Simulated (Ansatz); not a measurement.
# H3NO (hydroxylamine): levels of theory compared

Wanted: a comparison of 6 runs (B3LYP/STO-3G, HSE06/STO-3G, UB3LYP/STO-3G, MP2/STO-3G, CCSD/STO-3G, CCSD(T)/STO-3G) of H3NO (hydroxylamine). 

The calculation is run with Ansatz 0.2.0.

45 further runs of the same task are left out: 2 that didn't finish, 43 set aside as unsound or not needed.

## Step 1: The molecule

H3NO has 5 atoms, charge 0, and is taken as a singlet. As SMILES, `NO`. The H4–N1 distance was set to 1.270 Å, away from the relaxed value.

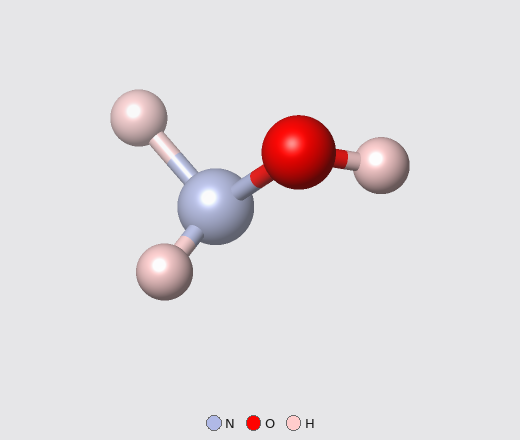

Viewed from a chosen angle; nitrogen light blue, oxygen red, hydrogen pink.

## Step 2: A single-point energy at B3LYP/STO-3G (run 1)

The input, run.yaml:

```yaml
crystal:
  periodic: [false, false, false]
  atoms:
    - {symbol: "N", position_ang: [0.078980, -0.424144, -0.289914]}
    - {symbol: O, position_ang: [0.608560, 0.603186, 0.539316]}
    - {symbol: H, position_ang: [0.081410, -1.252874, 0.298026]}
    - {symbol: H, position_ang: [-1.141650, -0.109840, -0.446210]}
    - {symbol: H, position_ang: [1.349110, 0.932246, 0.023816]}
basis:
  gaussian:
    orbitals: STO-3G
hamiltonian:
  xc: {name: B3LYP}
accuracy: high
```

On the command line:

```sh
$ ansatz run run.yaml --threads 1 --pin off --max-ram 3480MiB --events-out events.jsonl --progress --plain --runs-dir runs
```

What it wrote:

```text
Warning: RAYON_NUM_THREADS=1 ignored (pool sized by the plan → 1); use --threads N
Functional definition: B3LYP
  name "B3LYP"
  parameter a0 = 0.2
  parameter ax = 0.72
  parameter ac = 0.81
  exchange = (1 - a0 - ax)*slater_x + ax*b88_x + a0*exact_x
  correlation = (1 - ac)*vwn_rpa_c + ac*lyp_c
209 factors; integrals over basis functions are off by at most 2.6e-8 eV
mean field evaluation 1: about -3534.1323 eV, gradient 8.9e0 eV
mean field evaluation 2: about -3534.3325 eV, gradient 6.1e0 eV
mean field evaluation 4: about -3534.4559 eV, gradient 5.2e-1 eV
mean field evaluation 8: about -3534.4395 eV, gradient 3.3e-3 eV
mean field evaluation 16: about -3534.4395 eV, gradient 3.1e-8 eV
mean field -3534.43950660 eV, -129.8882561386 hartree, gradient 3.1e-8 eV, S^2 0.000000; 0 other end points of the search recorded, 0 dependent functions left out
reference -3534.43953046 eV, -129.8882570153 hartree; 9, 9 occupied and 4, 4 virtual orbitals, 209 factors
Total energy: -3534.43953046 eV, -129.8882570153 hartree
```

Wall time 0.72 s (1 thread of Arm Neoverse V1, shared host).

## Step 3: The energy at HSE06/STO-3G (run 2)

The input, run.yaml:

```yaml
crystal:
  periodic: [false, false, false]
  atoms:
    - symbol: N
      position_ang: [0.078980, -0.424144, -0.289914]
    - symbol: O
      position_ang: [0.608560, 0.603186, 0.539316]
    - symbol: H
      position_ang: [0.081410, -1.252874, 0.298026]
    - symbol: H
      position_ang: [-1.141650, -0.109840, -0.446210]
    - symbol: H
      position_ang: [1.349110, 0.932246, 0.023816]
basis:
  gaussian: {orbitals: STO-3G}
hamiltonian: {xc: {name: HSE06}}
accuracy: high
```

On the command line:

```sh
$ ansatz run run.yaml --threads 1 --pin off --max-ram 3480MiB --events-out events.jsonl --progress --plain --runs-dir runs
```

What it wrote:

```text
Warning: RAYON_NUM_THREADS=1 ignored (pool sized by the plan → 1); use --threads N
Functional definition: HSE06
  name "HSE06"
  parameter a = 0.25
  parameter omega = 0.11/bohr
  exchange = pbe_x - a*pbe_x_sr(omega) + a*exact_x_sr(omega)
  correlation = pbe_c
209 factors; integrals over basis functions are off by at most 2.6e-8 eV
46 factors; integrals over basis functions are off by at most 2.8e-10 eV
mean field evaluation 1: about -3530.7171 eV, gradient 8.9e0 eV
mean field evaluation 2: about -3530.9024 eV, gradient 6.1e0 eV
mean field evaluation 4: about -3531.0269 eV, gradient 4.6e-1 eV
mean field evaluation 8: about -3531.0206 eV, gradient 3.2e-3 eV
mean field evaluation 16: about -3531.0206 eV, gradient 2.7e-8 eV
mean field -3531.02062016 eV, -129.7626143791 hartree, gradient 2.7e-8 eV, S^2 0.000000; 0 other end points of the search recorded, 0 dependent functions left out
reference -3531.02062190 eV, -129.7626144431 hartree; 9, 9 occupied and 4, 4 virtual orbitals, 209 factors
Total energy: -3531.02062190 eV, -129.7626144431 hartree
```

It took 0.89 s on 1 thread of Arm Neoverse V1, shared host.

Runs 3 to 5 aren't shown in full; the table further down has their settings and results.

## Step 4: A single-point energy at CCSD(T)/STO-3G (run 6)

The input, molecule.yaml:

```yaml
crystal:
  periodic: [false, false, false]
  atoms:
    - {symbol: N, position_ang: [0.078980, -0.424144, -0.289914]}
    - {symbol: O, position_ang: [0.608560, 0.603186, 0.539316]}
    - {symbol: H, position_ang: [0.081410, -1.252874, 0.298026]}
    - {symbol: H, position_ang: [-1.141650, -0.109840, -0.446210]}
    - {symbol: H, position_ang: [1.349110, 0.932246, 0.023816]}
basis:
  gaussian:
    orbitals: STO-3G
correlation:
  method: ccsd_t
  frozen_orbitals: {H: 0, "N": 1, O: 1}
accuracy: high
scf:
  omitted_lower_state_checks: [cluster_reference, increment]
```

On the command line:

```sh
$ ansatz run molecule.yaml --threads 1 --pin off --max-ram 3480MiB --events-out events.jsonl --progress --plain --runs-dir runs
```

What it wrote (excerpt; [...] marks lines left out):

```text
Warning: RAYON_NUM_THREADS=1 ignored (pool sized by the plan → 1); use --threads N
Functional definition: HF
  name "HF"
[...]
209 factors; integrals over basis functions are off by at most 2.6e-8 eV
[...]
mean field -3516.39701320 eV, -129.2252067356 hartree, gradient 2.4e-8 eV, S^2 0.000000; 0 other end points of the search recorded, 0 dependent functions left out
2 core orbitals not correlated: weight in the atoms' cores, before any rotation towards them, 1.000 or more for the frozen orbitals, at most 0.000 for the correlated occupied ones
reference -3516.39701320 eV, -129.2252067356 hartree; 7, 7 occupied and 4, 4 virtual orbitals, 209 factors
second order -2.50825563 eV of doubles, -0.00000000 eV of singles
cycle   1  -3.11202719 eV  change   -6.0e-1 eV  update   6.1e-2
[...]
cycle  20  -3.45192199 eV  change  -7.4e-10 eV  update  8.6e-10
perturbative correction -0.02298721 eV, -0.0008447644 hartree
Total energy: -3519.87192240 eV, -129.3529072934 hartree
Checks for a lower state left out: cluster_reference, increment
```

Run time: 0.12 s. Hardware: 1 thread of Arm Neoverse V1, shared host.

## Step 5: The series

| run | level | frozen core orbitals | energy (Eh) | wall time |
| --- | --- | --- | --- | --- |
| 1 | B3LYP/STO-3G | – | -129.888257 | 0.72 s |
| 2 | HSE06/STO-3G | – | -129.762614 | 0.89 s |
| 3 | UB3LYP/STO-3G | – | -129.888257 | 1.2 s |
| 4 | MP2/STO-3G | 2 | -129.317383 | 0.08 s |
| 5 | CCSD/STO-3G | 2 | -129.352063 | 0.1 s |
| 6 | CCSD(T)/STO-3G | 2 | -129.352907 | 0.12 s |

## Step 6: Summary of results

| quantity | value |
| --- | --- |
| run 6: total energy | -129.35291 Eh |
| run 6: correlation energy (2 core orbitals frozen) | -127.7 mEh |
| run 6: (T) correction | -0.84 mEh |
| run 6: T1 diagnostic | 0.009 |

In words: Totals of different functionals can't be ranked against each other. In runs 1, 2, 3, 4, 5, 6 the basis is minimal, so the values are rough. All runs together took 3.1 s, the longest 1.2 s.
